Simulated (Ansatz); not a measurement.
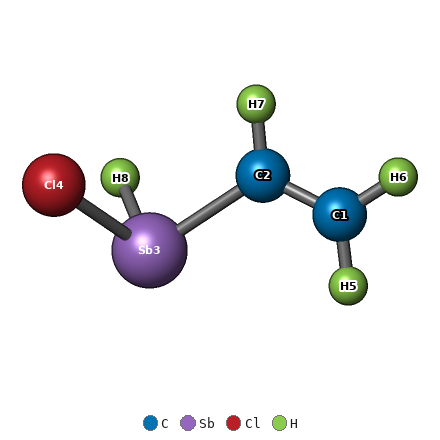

The system is C2H4ClSb, SMILES C=[CH][SbH][Cl]; the picture shows the reference structure. Coordinates scanned: (1) umbrella angle at C1 (between each of its bonds and their common axis; 90 is planar); (2) change of the bonds C1–C2, C1–H5, C1–H6, all alike. Nothing is relaxed (all other coordinates rigid). The scan uses a 15 × 15 grid. Points are written as (first, second). All energies are given in eV relative to the lowest grid point. All numbers below come from RKS PBE0-D4/def2-SVP in Ansatz.

Its coordinates:

```yaml
atoms:
  - { symbol: C, position_ang: [-0.1165, 1.4933, -0.3822] }
  - { symbol: C, position_ang: [0.2349, 0.3417, 0.1941] }
  - { symbol: Sb, position_ang: [-0.8264, -1.4700, -0.2285] }
  - { symbol: Cl, position_ang: [1.1184, -2.7786, -0.6946] }
  - { symbol: H, position_ang: [-0.9494, 1.5655, -1.0917] }
  - { symbol: H, position_ang: [0.4154, 2.4284, -0.1710] }
  - { symbol: H, position_ang: [1.0816, 0.2984, 0.8888] }
  - { symbol: H, position_ang: [-0.8657, -1.9357, 1.4292] }
```

Range: umbrella angle at C1 (between each of its bonds and their common axis; 90 is planar) from 66.0 to 114.0°; change of the bonds C1–C2, C1–H5, C1–H6, all alike from −0.129 to 0.200 Å.

### What will the energy surface look like?

The lowest grid point is at (90.0°, 0.012 Å). It is the only kind of minimum in the scanned range. The highest grid point, (114.0°, −0.129 Å), lies 3.05 eV above the lowest. Round the minimum the two coordinates are nearly uncoupled.

```csv
"second ↓, first →",66.0,69.4,72.9,76.3,79.7,83.1,86.6,90.0,93.4,96.9,100.3,103.7,107.1,110.6,114.0
0.200,2.78,2.54,2.34,2.18,2.06,1.97,1.91,1.89,1.91,1.96,2.05,2.17,2.32,2.52,2.76
0.176,2.46,2.21,2.00,1.83,1.70,1.60,1.54,1.52,1.54,1.60,1.69,1.82,1.98,2.19,2.44
0.153,2.18,1.92,1.69,1.52,1.38,1.28,1.22,1.20,1.21,1.27,1.37,1.50,1.68,1.91,2.16
0.129,1.92,1.65,1.41,1.22,1.07,0.97,0.90,0.88,0.90,0.96,1.07,1.21,1.40,1.63,1.91
0.106,1.71,1.42,1.17,0.97,0.82,0.71,0.64,0.62,0.64,0.70,0.81,0.96,1.16,1.41,1.70
0.082,1.52,1.22,0.96,0.75,0.59,0.48,0.40,0.38,0.40,0.47,0.59,0.75,0.95,1.21,1.52
0.059,1.39,1.08,0.80,0.59,0.42,0.30,0.23,0.20,0.22,0.30,0.42,0.58,0.80,1.07,1.39
0.035,1.31,0.98,0.70,0.47,0.30,0.17,0.09,0.07,0.09,0.17,0.29,0.47,0.70,0.98,1.31
0.012,1.30,0.95,0.66,0.42,0.24,0.11,0.03,0.00,0.03,0.11,0.24,0.42,0.66,0.95,1.30
−0.012,1.35,0.99,0.68,0.44,0.25,0.11,0.03,0.00,0.03,0.11,0.25,0.44,0.69,1.00,1.35
−0.035,1.48,1.11,0.79,0.53,0.34,0.19,0.11,0.08,0.11,0.19,0.34,0.54,0.79,1.11,1.49
−0.059,1.71,1.32,0.99,0.72,0.52,0.37,0.28,0.25,0.28,0.37,0.52,0.73,0.99,1.33,1.72
−0.082,2.03,1.63,1.28,1.01,0.79,0.64,0.55,0.52,0.55,0.64,0.80,1.01,1.29,1.64,2.04
−0.106,2.48,2.06,1.70,1.42,1.20,1.04,0.94,0.91,0.94,1.04,1.20,1.43,1.71,2.07,2.49
−0.129,3.04,2.61,2.24,1.94,1.71,1.55,1.45,1.42,1.45,1.55,1.72,1.95,2.25,2.62,3.05
```

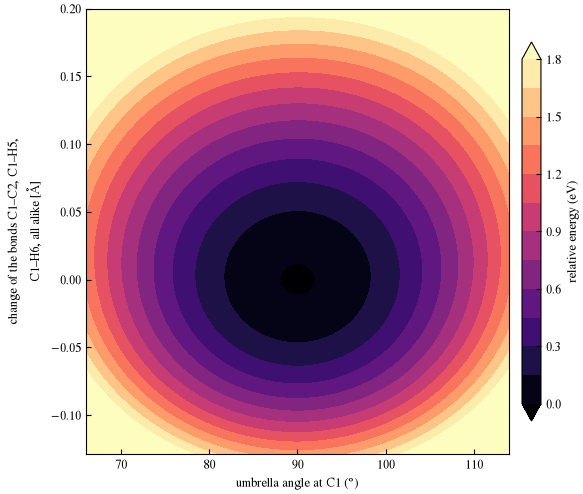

In the figure: filled contours, one colour for all values above the top of the scale. Between grid points the surface is interpolated.

Time for the 225 points that were run: 22 min on 1 thread of Arm Neoverse V2, with other jobs on the host.
